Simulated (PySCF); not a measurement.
# CCSD(T)/STO-6G run of S2F2 (SMILES FSSF)

What is the vertical ionisation energy of S2F2 at CCSD(T)/STO-6G? 

The calculation is run with PySCF 2.14.0.

17 further runs of the same task are left out: 5 that didn't finish, 12 set aside as unsound or not needed.

## (1) The structure to begin with

The species is S2F2 (4 atoms), meant as a singlet with charge 0. As SMILES, `FSSF`. Geometry: relaxed at GFN2-xTB.

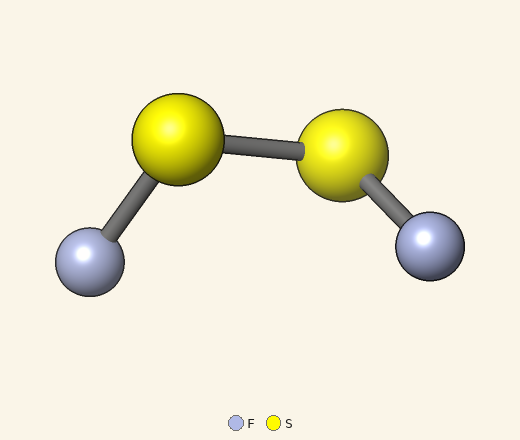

Viewed from a chosen angle; fluorine light blue, sulfur yellow.

## (2) The energy at CCSD(T)/STO-6G

Contents of job.py:

```python
from pyscf import gto, scf, cc

mol = gto.M(
    atom='''
F     -3.415378    -0.418933    -1.186483
S     -0.867668     1.522155    -1.178547
S      1.994757    -0.573589    -0.411582
F      2.288269    -0.529615     2.776612
''',
    basis='sto-6g',
    unit='bohr',
    max_memory=1860,
    spin=0,
    charge=0,
    verbose=4,
)

myscf = scf.RHF(mol)
myscf.conv_tol = 1e-10
myscf.kernel()
if not myscf.converged:
    myscf = myscf.newton().run(myscf.mo_coeff, myscf.mo_occ)

mycc = cc.CCSD(myscf, frozen=12)
mycc.kernel()
e_t = mycc.ccsd_t()
e_tot = mycc.e_tot + e_t
print('E(%s) = %.9f' % ('CCSD(T)', e_tot))
```

Started as:

```console
$ OMP_NUM_THREADS=1 python job.py
```

The program printed:

```text
PySCF version 2.14.0

[INPUT] num. atoms = 4
[INPUT] num. electrons = 50
[INPUT] charge = 0
[INPUT] spin (= nelec alpha-beta = 2S) = 0
[INPUT] symmetry False subgroup None
[INPUT] Mole.unit = bohr
[INPUT] Symbol           X                Y                Z      unit          X                Y                Z       unit  Magmom
[INPUT]  1 F     -1.807340204278  -0.221689796502  -0.627859764744 AA   -3.415378000000  -0.418933000000  -1.186483000000 Bohr   0.0
[INPUT]  2 S     -0.459150132245   0.805489737488  -0.623660214398 AA   -0.867668000000   1.522155000000  -1.178547000000 Bohr   0.0
[INPUT]  3 S      1.055579945723  -0.303530227234  -0.217799814825 AA    1.994757000000  -0.573589000000  -0.411582000000 Bohr   0.0
[INPUT]  4 F      1.210899807255  -0.280260188561   1.469319793967 AA    2.288269000000  -0.529615000000   2.776612000000 Bohr   0.0

nuclear repulsion = 224.83401661812
number of shells = 16
number of NR pGTOs = 168
number of NR cGTOs = 28
basis = sto-6g
ecp = {}

******** <class 'pyscf.scf.hf.RHF'> ********
method = RHF
initial guess = minao
damping factor = 0
level_shift factor = 0
DIIS = <class 'pyscf.scf.diis.CDIIS'>
diis_start_cycle = 1
diis_space = 8
diis_damp = 0
SCF conv_tol = 1e-10
SCF conv_tol_grad = None
SCF max_cycles = 50
direct_scf = True
direct_scf_tol = 1e-13
Set gradient conv threshold to 1e-05
Initial guess from minao.
init E= -990.030631517058
  HOMO = -0.305253958858855  LUMO = 0.00264300020930214  gap/eV = 8.37830
cycle= 1 E= -990.014693528198  delta_E= 0.0159  |g|= 0.458  |ddm|= 3.08
  HOMO = -0.261883831830423  LUMO = 0.269665950537152  gap/eV = 14.46421
cycle= 2 E= -990.161314815517  delta_E= -0.147  |g|= 0.141  |ddm|= 1.33
  HOMO = -0.291772559271663  LUMO = 0.315692076004604  gap/eV = 16.52995
cycle= 3 E= -990.171609059733  delta_E= -0.0103  |g|= 0.0349  |ddm|= 0.258
  HOMO = -0.296477121060118  LUMO = 0.322680694763362  gap/eV = 16.84814
cycle= 4 E= -990.172909837396  delta_E= -0.0013  |g|= 0.00243  |ddm|= 0.147
  HOMO = -0.295800537092806  LUMO = 0.320722765169329  gap/eV = 16.77645
cycle= 5 E= -990.172915295293  delta_E= -5.46e-06  |g|= 0.000483  |ddm|= 0.00857
  HOMO = -0.295997360063742  LUMO = 0.320906790788771  gap/eV = 16.78682
cycle= 6 E= -990.172915528518  delta_E= -2.33e-07  |g|= 0.000138  |ddm|= 0.0017
  HOMO = -0.295972837290348  LUMO = 0.320848234899858  gap/eV = 16.78456
cycle= 7 E= -990.17291555291  delta_E= -2.44e-08  |g|= 4.55e-05  |ddm|= 0.000563
  HOMO = -0.295984765997687  LUMO = 0.32087210418298  gap/eV = 16.78553
cycle= 8 E= -990.172915556082  delta_E= -3.17e-09  |g|= 1.06e-05  |ddm|= 0.000224
  HOMO = -0.295982406185354  LUMO = 0.320866522669926  gap/eV = 16.78531
cycle= 9 E= -990.172915556242  delta_E= -1.61e-10  |g|= 1.07e-06  |ddm|= 5.77e-05
  HOMO = -0.295982730079212  LUMO = 0.320866903939501  gap/eV = 16.78533
cycle= 10 E= -990.172915556244  delta_E= -2.27e-12  |g|= 3.2e-07  |ddm|= 4.69e-06
  HOMO = -0.295982729451279  LUMO = 0.32086688518985  gap/eV = 16.78533
Extra cycle  E= -990.172915556243  delta_E= 1.36e-12  |g|= 1.77e-07  |ddm|= 9.67e-07
converged SCF energy = -990.172915556243

******** <class 'pyscf.cc.ccsd.CCSD'> ********
CC2 = 0
CCSD nocc = 13, nmo = 16
frozen orbitals 12
max_cycle = 50
direct = 0
conv_tol = 1e-07
conv_tol_normt = 1e-05
diis_space = 6
diis_start_cycle = 0
diis_start_energy_diff = 1e+09
Init t2, MP2 energy = -990.256889781086  E_corr(MP2) -0.0839742248425461
Init E_corr(CCSD) = -0.0839742248425684
cycle = 1  E_corr(CCSD) = -0.104770303033282  dE = -0.0207960782  norm(t1,t2) = 0.0596153
cycle = 2  E_corr(CCSD) = -0.113154930585443  dE = -0.00838462755  norm(t1,t2) = 0.0250971
cycle = 3  E_corr(CCSD) = -0.118348902715188  dE = -0.00519397213  norm(t1,t2) = 0.0119389
cycle = 4  E_corr(CCSD) = -0.118992667756217  dE = -0.000643765041  norm(t1,t2) = 0.00329161
cycle = 5  E_corr(CCSD) = -0.118931186540271  dE = 6.14812159e-05  norm(t1,t2) = 0.00153887
cycle = 6  E_corr(CCSD) = -0.118934209350521  dE = -3.02281025e-06  norm(t1,t2) = 0.000539045
cycle = 7  E_corr(CCSD) = -0.118941496708831  dE = -7.28735831e-06  norm(t1,t2) = 0.000234602
cycle = 8  E_corr(CCSD) = -0.118938953584869  dE = 2.54312396e-06  norm(t1,t2) = 9.51682e-05
cycle = 9  E_corr(CCSD) = -0.118937515065927  dE = 1.43851894e-06  norm(t1,t2) = 4.12303e-05
cycle = 10  E_corr(CCSD) = -0.118937579224465  dE = -6.41585388e-08  norm(t1,t2) = 1.70182e-05
cycle = 11  E_corr(CCSD) = -0.118938013160804  dE = -4.33936339e-07  norm(t1,t2) = 5.95399e-06
cycle = 12  E_corr(CCSD) = -0.118938288129362  dE = -2.74968558e-07  norm(t1,t2) = 2.83149e-06
cycle = 13  E_corr(CCSD) = -0.11893839111793  dE = -1.02988568e-07  norm(t1,t2) = 1.44854e-06
cycle = 14  E_corr(CCSD) = -0.11893840367736  dE = -1.25594302e-08  norm(t1,t2) = 7.03413e-07
CCSD converged
E(CCSD) = -990.2918539599204  E_corr = -0.11893840367736
CCSD(T) correction = -0.00212533765682067
E(CCSD(T)) = -990.293979298
```

Run time: 1.3 s. Hardware: 1 thread of Intel Xeon 6975P-C (Granite Rapids), shared host; peak memory 0.1 GiB.

## (3) The doublet cation

Contents of input.py:

```python
from pyscf import gto, cc

mol = gto.M(
    atom='''
F     -3.415378    -0.418933    -1.186483
S     -0.867668     1.522155    -1.178547
S      1.994757    -0.573589    -0.411582
F      2.288269    -0.529615     2.776612
''',
    charge=1,
    max_memory=1860,
    unit='bohr',
    verbose=3,
    spin=1,
    basis='sto-6g',
)

mf = mol.UHF()
mf.conv_tol = 1e-10
mf.kernel()
if not mf.converged:
    mf = mf.newton().run(mf.mo_coeff, mf.mo_occ)

mycc = cc.CCSD(mf, frozen=12)
mycc.kernel()
e_t = mycc.ccsd_t()
energy = mycc.e_tot + e_t
print('Final energy', energy)
```

Started as:

```console
$ OMP_NUM_THREADS=1 python input.py
```

The program printed:

```text
converged SCF energy = -989.894082500813  <S^2> = 0.87705656  2S+1 = 2.1232584
E(UCCSD) = -990.0537711936098  E_corr = -0.1596886927970673
UCCSD(T) correction = -0.00611004545592182
Final energy -990.0598812390657
```

Run time: 1.2 s. Hardware: 1 thread of Intel Xeon 6975P-C (Granite Rapids), shared host; peak memory 0.12 GiB.

## (4) Summary of results

At CCSD(T)/STO-6G, 12 core orbitals frozen:

| quantity | value |
| --- | --- |
| singlet S2F2: total energy | -990.29398 Eh |
| singlet S2F2: dipole moment (Hartree–Fock density) | 0.68 D |
| singlet S2F2: HOMO energy (Hartree–Fock orbitals) | -8.05 eV |
| singlet S2F2: LUMO energy (Hartree–Fock orbitals) | 8.73 eV |
| singlet S2F2: HOMO–LUMO gap (Hartree–Fock orbitals) | 16.79 eV |
| singlet S2F2: correlation energy (12 core orbitals frozen) | -121.1 mEh |
| singlet S2F2: (T) correction | -2.13 mEh |
| singlet S2F2: T1 diagnostic | 0.011 |
| doublet cation: total energy | -990.05988 Eh |
| doublet cation: HOMO energy (Hartree–Fock orbitals) (highest over α and β) | -15.42 eV |
| doublet cation: LUMO energy (Hartree–Fock orbitals) (lowest over α and β) | -7.03 eV |
| doublet cation: correlation energy (12 core orbitals frozen) | -165.8 mEh |
| doublet cation: (T) correction | -6.11 mEh |
| doublet cation: ⟨S²⟩ of the reference determinant | 0.877 |
| doublet cation: T1 diagnostic | 0.046 |
| vertical ionisation energy (to the doublet cation) | 6.370 eV |

What this shows: The vertical ionisation energy comes to 6.37 eV (615 kJ/mol). In a minimal basis such a difference can be off by several eV, whatever the method. Mulliken charges (singlet S2F2) of the mean-field density run from -0.19 on F4 to +0.19 on S3. The triples (singlet S2F2) make up 1.8 % of the correlation energy. ⟨S²⟩ (doublet cation) is 0.88 where a pure doublet has 0.75: the reference is spin-contaminated. The T1 diagnostic (doublet cation) of 0.046 is above the customary mark for such species, so a single reference may not serve.
